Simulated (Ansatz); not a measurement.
## Run report: CH₄N₂, nudged elastic band (part 2 of 2)

The same run, continued: CH₄N₂; RKS PBE-D4/def2-SVP (Ansatz 0.2.0). The run did not end well. One setting was made poor on purpose. It belongs to a series of runs on one base structure; here: band between the two ends.

Geometry of the input (Å):
```
N  -0.9240  -0.8480  -0.6018
C  -0.2351  0.1618  -0.2023
N  0.9615  0.0228  0.4573
H  -1.7488  -0.5188  -1.1224
H  -0.5002  1.2344  -0.3717
H  1.3108  0.7987  1.0165
H  1.1969  -0.9189  0.7786
```

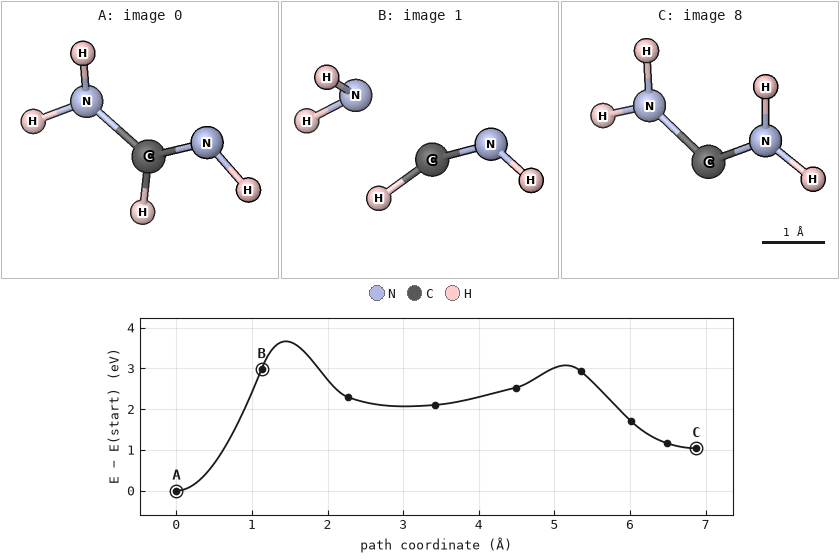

Images of the last band (counted from 0; ball-and-stick, seen at a tilt) above the energy along the path; the line is a cubic interpolation that uses the forces. The highest image is number 1, 2.981 eV above the start and 1.939 eV above the end; the end lies 1.042 eV above the start. The path is 6.87 Å long. The band had not converged after 60 iterations.

```
Unfinished report: {"positions_ang":[[-1.027529445476318,-0.6883372960385522,-0.9663321640456451],[-0.3195145311353108,0.22009510981666572,-0.45028188624240956],[1.1393780620423317,-0.014191727211120811,0.3357533495751293],[-2.0433933465096534,-0.7714898539464258,-1.2030912776692524],[-0.23648766625392953,1.0341001669655085,0.29214296730582995],[1.5353614473698391,0.8338283286193063,0.833524937683236],[1.0133854899630401,-0.6821057182053822,1.1125850833931124]],"unchecked":["starts","cluster_reference","orbital_swaps","neighbouring_geometries","increment"],"mean_field":{"relativity":"none","state":{"energy":{"ev":-4070.923662820222,"hartree":-149.60368523747783},"converged":true,"gradient_ev":0.000013162332506187108,"stability":{"kind":"minimum","curvature_ev":67.01971530186447},"curvature_floor_ev":0.00030000000000000003,"spin_squared":-1.7763568394002505e-14},"others":[],"fillings":{"estimated":0,"unestimated":0,"tried":0,"untried":0,"excluded_magnetic_sites":0},"n_dropped_functions":0,"n_trapped_functions":0,"passes":{"evaluations":4,"products":27},"factors":{"origin":"density fitting in generated functions","count":734,"bound_ev":null},"gradient_stop_ev":0.00009,"reference_kind":"stationary","functional":{"name":"PBE","citations":["Perdew, Burke & Ernzerhof, Phys. Rev. Lett. 77, 3865 (1996) doi:10.1103/PhysRevLett.77.3865"],"text":"name \"PBE\"\ncite \"Perdew, Burke & Ernzerhof, Phys. Rev. Lett. 77, 3865 (1996) doi:10.1103/PhysRevLett.77.3865\"\nparent pbe\nparameter kappa = 0.804\nparameter beta = 0.06672455060314922\nexchange = pbe_x(kappa = kappa, mu = beta*pi^2/3)\ncorrelation = pbe_c(beta = beta)\n","parameters":{"beta":{"value":0.06672455060314922,"default":0.06672455060314922},"kappa":{"value":0.804,"default":0.804}},"final_grid":{"core_spheres":13.0,"valence_spheres":11.0,"degree":36.0},"final_grid_parameter_source":"default","radial_points_factor":1.0,"radial_grid_error_ev":3.125828648923977e-7,"grid_sensitivity":"normal","grid_sensitivity_ratio":0.001870803151768979},"unsmoothed_excess_ev":-0.000027414841501304913,"symmetry":{"irreps":["A"],"axes":[[0.9997296248116384,0.0013345431168863804,-0.023214139412216176],[-0.0004893721684582795,0.9993380821283674,0.036375240519854427],[0.023247317885325514,-0.03635404520360412,0.9990685389944339]],"occupied":[{"A":12},{"A":12}]},"density_repulsion":{"missed_ev":0.000052392280748117255,"excess_ev":0.000052392280748117255,"most_excess_ev":0.000312,"are_drawn_again":false,"n_first_factors":734,"energy_change_ev":0.0,"n_dropped_ends":0},"direct_passes":"host"},"factors":{"origin":"density fitting in generated functions","count":734,"bound_ev":null},"n_frozen":0,"n_occupied":[12,12],"n_virtual":[50,50],"reference":{"ev":-4070.923662820222,"hartree":-149.60368523747783},"dispersion":{"energy":{"ev":-0.07448218635969407,"hartree":-0.002737169862879573},"switches_in_reach":[]},"total":{"ev":-4070.9981450065816,"hartree":-149.60642240734072},"forces_ev_per_angstrom":[[1.2169569518317174,-0.3189150595442333,0.43889376985634293],[1.5296208302841112,-0.6310952651524747,3.24942073619848],[-0.31960138839142505,-1.063422934225073,-0.9232681416419185],[0.9998558589756698,1.1631393444018097,0.1315184618639839],[-2.4579241004142953,1.7651556427972885,-1.2880602341291842],[-0.9593899800195562,-0.38214960747091065,-1.0881096303941367],[-0.009518172270075837,-0.532712120805381,-0.520394961752723]],"charge_distribution":{"dipole_moment_e_ang":[-0.3075238423223698,0.2416313647720026,0.3313222562576851],"mulliken_charges_e":[-0.14307990501591572,0.05659248221382729,-0.30249303580069764,0.151002207271432,0.02960895491227089,0.10397269657687502,0.10439659984216032],"lowdin_charges_e":[0.04414079797921744,-0.04248324496959199,-0.030369635266888295,0.04145211522114611,-0.01096539629382609,0.004011485634394907,-0.005786122304512142]},"n_threads":1,"memory_gib":1.7045454550534487,"seconds":{"hamiltonian":0.871046713,"orbitals":0.0,"second_order":0.0,"solver_start":0.0,"cycles":0.0,"cycle":0.0,"perturbative":0.0,"full_ci_increment":0.0,"forces":0.0}}
this run last wrote the band of iteration 60 to [file]
Error: NEB band did not converge after 60 iterations: max|band force component| = 8.82e-1 eV/Å (threshold 5.0e-2); raise `neb.max_iterations` in a new run, which can start from the last band evaluated (`neb.initial_path`, with `crystal.atoms` and `neb.final_atoms` set to its first and last images), add images, or start from endpoints closer to local minima. Where this run's directory can be resumed (`checkpoint.write`), a resume goes on for up to `neb.max_iterations` more; to start a new run from the last band, take its images' positions from the `neb_iteration` event of iteration 60 (`data.images[].positions_ang`), in the event stream of the run that computed that iteration (not this run's, if it was resumed behind it). With `checkpoint.write`, `steps/00-neb/state/checkpoint.json` in the run directory holds the last saved band, under `neb.evaluated.images[].positions_ang` (a band under a hybrid functional on support functions is neither saved nor resumed: `neb.initial_path` says where its path is): check the last entry of `neb.iterations` there, which is earlier than 60 if that iteration was not saved or its write failed. If the band's step has no `state` directory and holds `state.next`, a write was cut short, and the file is under `state.next` instead (behind a loss of power it can be under `state.prev`)
this run wrote the band of iteration 60 to [file] as well, whether or not its events were kept: a new run's `neb.initial_path` can list its `images[].positions_ang`
a run's events are kept only if it was started with --events-out <file>, and are in that file
```

**The last band as extended XYZ (Å, eV, eV/Å)**
```
7
Properties=species:S:1:pos:R:3:forces:R:3 image=0 energy=-4073.97875
N    -0.9240   -0.8480   -0.6018   -0.0015   0.0051   0.0009
C    -0.2351    0.1618   -0.2023    0.0013  -0.0031  -0.0019
N     0.9615    0.0228    0.4573   -0.0009   0.0064   0.0000
H    -1.7488   -0.5188   -1.1224    0.0010  -0.0015  -0.0005
H    -0.5002    1.2344   -0.3717   -0.0009  -0.0024   0.0010
H     1.3108    0.7987    1.0165    0.0008  -0.0025  -0.0006
H     1.1969   -0.9189    0.7786    0.0002  -0.0019   0.0011
7
Properties=species:S:1:pos:R:3:forces:R:3 image=1 energy=-4070.99812
N    -1.0275   -0.6883   -0.9663    1.2170  -0.3189   0.4389
C    -0.3195    0.2201   -0.4503    1.5296  -0.6311   3.2494
N     1.1394   -0.0142    0.3358   -0.3196  -1.0634  -0.9233
H    -2.0434   -0.7715   -1.2031    0.9999   1.1631   0.1315
H    -0.2365    1.0341    0.2921   -2.4579   1.7652  -1.2881
H     1.5354    0.8338    0.8335   -0.9594  -0.3821  -1.0881
H     1.0134   -0.6821    1.1126   -0.0095  -0.5327  -0.5204
7
Properties=species:S:1:pos:R:3:forces:R:3 image=2 energy=-4071.67969
N    -1.2909   -0.5160   -1.0413   -0.3573   0.0975  -0.1300
C    -0.7693    0.5516   -0.9336   -0.4887   0.4597  -0.6114
N     1.1883    0.2077    0.5226    0.0208   0.1588   0.2919
H    -2.1883   -0.9258   -1.2683   -0.0428  -0.4410  -0.0560
H     0.2213    0.5865    0.6079    0.5918  -0.3365   0.1902
H     1.7231    0.7836    1.1803    0.3676  -0.0172   0.1566
H     1.1769   -0.7557    0.8866   -0.0913   0.0788   0.1587
7
Properties=species:S:1:pos:R:3:forces:R:3 image=3 energy=-4071.87485
N    -1.3591   -0.1582   -1.0410   -0.3027   0.3410  -0.2089
C    -0.7129    0.8503   -1.0534   -0.0363   0.1157  -0.1767
N     1.1075    0.0227    0.5729    0.1261  -0.0162  -0.0125
H    -2.2506   -0.5565   -1.3110   -0.0514  -0.3003   0.0257
H     0.1777   -0.3316    0.8262    0.1815  -0.0593   0.1539
H     1.3041    0.8189    1.1905    0.0306  -0.0398   0.0773
H     1.7944   -0.7137    0.7702    0.0523  -0.0410   0.1412
7
Properties=species:S:1:pos:R:3:forces:R:3 image=4 energy=-4071.45134
N    -1.1448   -0.2714   -0.7022   -0.2746  -0.0190  -0.1352
C    -0.2970    0.6185   -0.9336   -0.2058  -0.0957  -0.1365
N     0.8070    0.0613    0.5931    0.0642   0.2767  -0.1596
H    -1.9415   -0.3013   -1.3430   -0.1809   0.1250  -0.3136
H    -0.0044   -0.5173    0.8387    0.2987  -0.2628   0.3532
H     1.0270    0.8018    1.2615    0.2273  -0.0137   0.1462
H     1.6150   -0.4596    0.2398    0.0711  -0.0106   0.2454
7
Properties=species:S:1:pos:R:3:forces:R:3 image=5 energy=-4071.05074
N    -0.9521   -0.2728   -0.5941    0.2253  -0.0703   0.5164
C    -0.2628    0.8305   -0.3846    0.7544  -0.2511   0.4515
N     0.7759    0.1746    0.5284   -0.2062  -0.0740   0.0138
H    -1.7956   -0.2906   -1.2002    0.4301  -0.2056   0.2110
H    -0.3225   -0.8867    0.1595   -1.4771  -0.3712  -0.9588
H     1.0432    0.6447    1.3981    0.2693   0.3939  -0.2446
H     1.5753   -0.2679    0.0471    0.0042   0.5783   0.0105
7
Properties=species:S:1:pos:R:3:forces:R:3 image=6 energy=-4072.27315
N    -0.8541   -0.2012   -0.6709    0.2753   0.0302  -0.1111
C    -0.4319    0.7503    0.1674    0.0647  -0.2625   0.6624
N     0.8190    0.3564    0.5697    0.0795   0.6619   0.2138
H    -1.7794   -0.2163   -1.1062    0.2270  -0.0537   0.0532
H    -0.2682   -1.0440   -0.5232   -0.6937  -0.5574  -1.0403
H     1.1233    0.5136    1.5223    0.3127   0.6706   0.0911
H     1.4525   -0.2270   -0.0048   -0.2656  -0.4892   0.1308
7
Properties=species:S:1:pos:R:3:forces:R:3 image=7 energy=-4072.81468
N    -0.8615   -0.1296   -0.6731    0.0173  -0.0123  -0.0097
C    -0.4969    0.5036    0.4491    0.0304  -0.1793   0.1090
N     0.8142    0.3015    0.6688    0.0191   0.0074   0.1057
H    -1.8241   -0.1507   -1.0032    0.0013   0.0590   0.0473
H    -0.2064   -0.8223   -1.0805   -0.1597  -0.0544  -0.4661
H     1.2135    0.4524    1.5890    0.0941   0.3431   0.0893
H     1.4223   -0.2229    0.0043   -0.0025  -0.1636   0.1245
7
Properties=species:S:1:pos:R:3:forces:R:3 image=8 energy=-4072.93710
N    -0.8886   -0.1349   -0.6642   -0.0012  -0.0024  -0.0052
C    -0.4895    0.2790    0.5459   -0.0004  -0.0011  -0.0015
N     0.8317    0.1594    0.7335    0.0077  -0.0016   0.0025
H    -1.8750   -0.0878   -0.9107   -0.0020   0.0016   0.0011
H    -0.2624   -0.5151   -1.4034   -0.0009   0.0012   0.0025
H     1.2407    0.4446    1.6210   -0.0021   0.0014  -0.0003
H     1.5043   -0.2133    0.0323   -0.0011   0.0009   0.0009
```

**Outcome**

```csv
quantity,value
outcome,not converged
"barrier, forward (band not converged)",2.981 eV
"barrier, backward",1.939 eV
hardware,"1 thread of Arm Neoverse V2, 24 GiB of memory available, shared host"
wall time,6.2 min
peak memory,0.089 GiB
```

The run did not converge: “NEB band did not converge after 60 iterations: max|band force component| = 8.82e-1 eV/Å (threshold 5.0e-2); raise `neb.max_iterations` in a new run, which can start from the last band evaluated (`neb.initial_path`, with `crystal.atoms` and `neb.final_atoms` set to its first and last images), add images, or start from endpoints closer to local minima …” Its last values are not results. A deliberately poor setting: step length.
